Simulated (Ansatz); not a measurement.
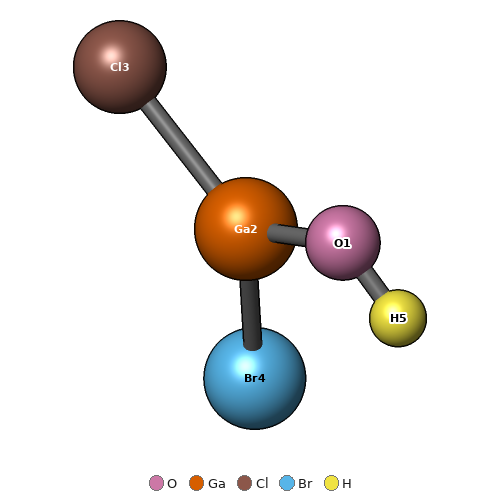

The system is BrClGaHO, SMILES [OH][Ga]([Cl])[Br]; the picture shows the reference structure. 
- The first coordinate is: angle H5–O1–Ga2; the second: dihedral H5–O1–Ga2–Cl3.
- Nothing is relaxed (all other coordinates rigid).
- The scan uses a 9 × 9 grid; 45 points were computed and 36 follow by symmetry.
- Points are written as (first, second).
- Energies are in kcal/mol, from the lowest grid point.
- Theory: RKS PBE0-D4/def2-SVP in Ansatz.

Its coordinates:

```yaml
atoms:
  - { symbol: O, position_ang: [0.3575, 1.3308, 0.3235] }
  - { symbol: Ga, position_ang: [0.1071, -0.3948, 0.0469] }
  - { symbol: Cl, position_ang: [1.4374, -1.7484, 0.9951] }
  - { symbol: Br, position_ang: [-1.5743, -1.1556, -1.2739] }
  - { symbol: H, position_ang: [-0.2776, 1.8942, -0.1330] }
```

Range: angle H5–O1–Ga2 from 88.8 to 138.8°; dihedral H5–O1–Ga2–Cl3 from −180 to 140°.

### What landscape does the calculation give?

The lowest grid point is at (113.8°, −180°). There is a further well near (113.8°, −20°) (0.6 kcal/mol above the lowest at that grid point). The highest grid point, (88.8°, −100°), lies 10.3 kcal/mol above the lowest. On the interpolated surface the easiest way out of the lowest well to the well at about (113°, 0°) passes a barrier of about 3.8 kcal/mol. Round the minimum the two coordinates are nearly uncoupled.

```
dihedral H5–O1–Ga2–Cl3 ↓, angle H5–O1–Ga2 →  88.8  95.1  101.3  107.6  113.8  120.1  126.3  132.6  138.8
                                        140   8.0   5.0    3.1    2.0    1.6    1.7    2.3    3.2    4.3
                                        100  10.3   7.4    5.4    4.2    3.7    3.7    4.1    4.8    5.7
                                         60   9.3   6.4    4.5    3.4    2.9    3.0    3.5    4.4    5.3
                                         20   6.4   3.6    1.8    0.8    0.6    0.9    1.7    2.8    4.1
                                        −20   6.4   3.6    1.8    0.8    0.6    0.9    1.7    2.8    4.1
                                        −60   9.3   6.4    4.5    3.4    2.9    3.0    3.5    4.4    5.3
                                       −100  10.3   7.4    5.4    4.2    3.7    3.7    4.1    4.8    5.7
                                       −140   8.0   5.0    3.1    2.0    1.6    1.7    2.3    3.2    4.3
                                       −180   6.2   3.2    1.4    0.3    0.0    0.3    1.0    2.1    3.4
```

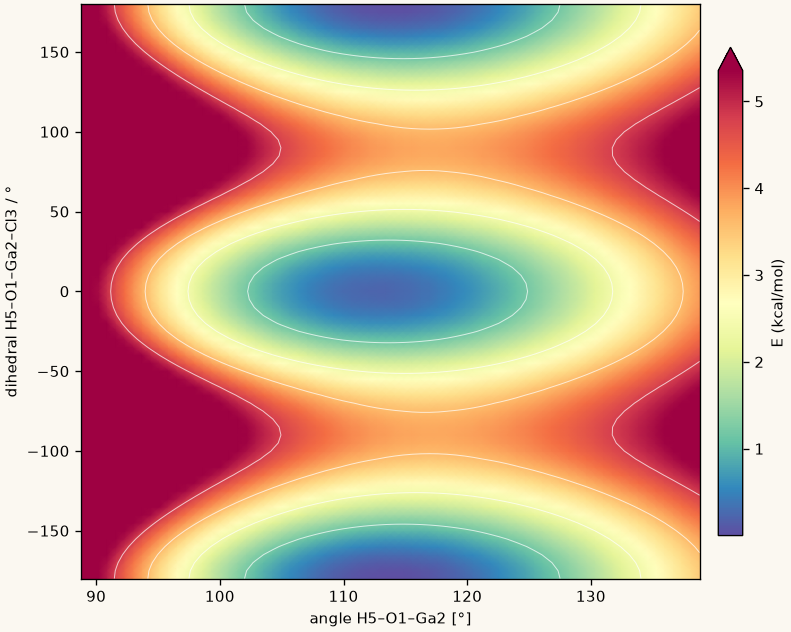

Drawn: a smooth colour map with a few white contour lines, one colour for all values above the top of the scale. Between grid points the surface is interpolated.

Each point was launched as `ansatz run input.yaml --threads 1 --pin off --max-ram 2560MiB --backend cpu --events-out ev --progress --plain --runs-dir out`. Time for the 45 points that were run: 7.9 min on 1 thread of Intel(R) Xeon(R) Platinum 8259CL CPU @ 2.50GHz (Skylake/Cascade Lake) (shared host).
